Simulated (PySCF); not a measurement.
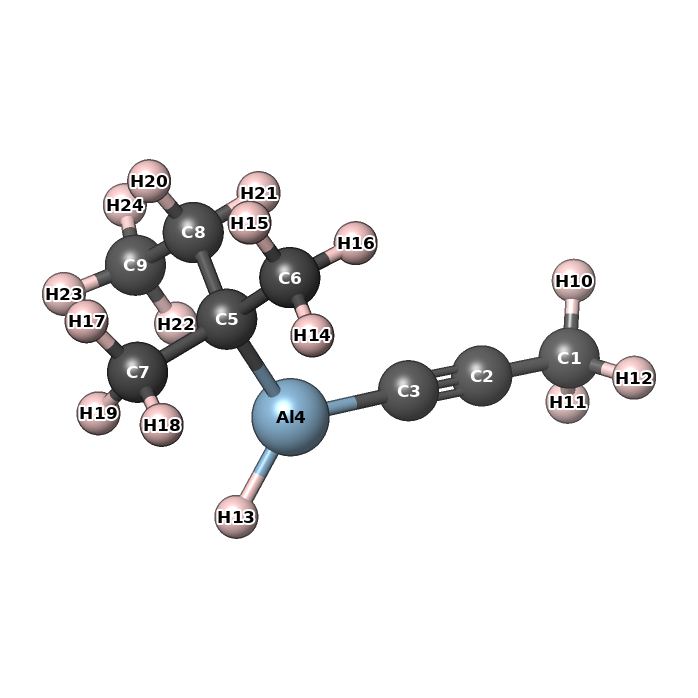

The computed structure is the end point of a GFN2-xTB optimisation. No frequency run is at hand to confirm it as a minimum. Electric field gradients from the ground-state density, PBE0/pcSseg-1 (PySCF 2.14.0), non-relativistic apart from any core potentials.

Give the largest field-gradient component, the quadrupole coupling constant and the asymmetry for 27Al at Al4 (Q = 146.6 mb), 2H at H10 (Q = 2.86 mb), 2H at H11 (Q = 2.86 mb).

```csv
atom,V_zz (a.u.),e²qQ/h (MHz),η
Al4,1.393,48.0,0.11
H10,0.307,0.206,0.02
H11,0.307,0.206,0.02
```

The geometry is semi-empirical. Around Al such bond lengths and angles can be off by a tenth of an ångström or more and by several degrees, and values that hang on the shape move with them.
